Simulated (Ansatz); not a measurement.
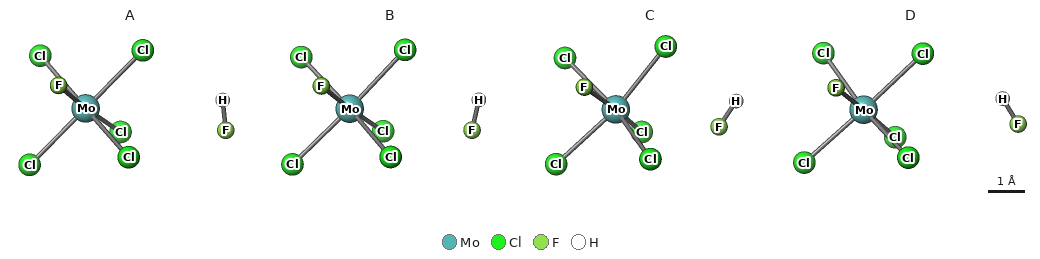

4 geometries from one relaxation of MoHCl5F2, in shuffled order. The picture is a ball-and-stick view, seen at a tilt.

The run prepares an end point of a later path (reaction) calculation, from a guessed geometry.

Method: RHF/def2-SVP (Ansatz 0.2.0). Settings: no spin polarisation; force threshold 0.03 eV/Å; at most 50 steps.

Put them in the order of the run, from the start to the converged end.

Answer. C, B, A, D. They are steps 0, 2, 4, 16, at +0.567 eV, +0.162 eV, +0.027 eV relative to the last. After 13 accepted moves (16 points after the start) the energy has fallen by 0.567 eV. The largest force component goes from 0.84 to 0.029 eV/Å. The line search rejected the trial steps at points 7, 10, 12 of the run. The forces were under the threshold at step 13, but the run went on from there. An F atom moves most after the best rigid fit: 1.12 Å. By element the largest moves are F 1.12 Å, Mo 0.35 Å, Cl 0.35 Å, H 0.20 Å. Some distances before and after: F–Mo 3.005 → 4.450 Å, Cl–Mo 2.338 → 2.282 Å, Cl–Mo 2.322 → 2.271 Å, Cl–Mo 2.309 → 2.345 Å. Among the angles between lasting bonds that change: Cl–Mo–Cl 98.4° → 86.5°, Cl–Mo–Cl 104.5° → 92.7°, Cl–Mo–F 168.7° → 178.1°.

Limits of the set-up: the start holds two separate molecules, 2.6 Å apart at their closest, whose relative position is a soft coordinate and is computed without a dispersion correction; Hartree-Fock leaves out electron correlation.
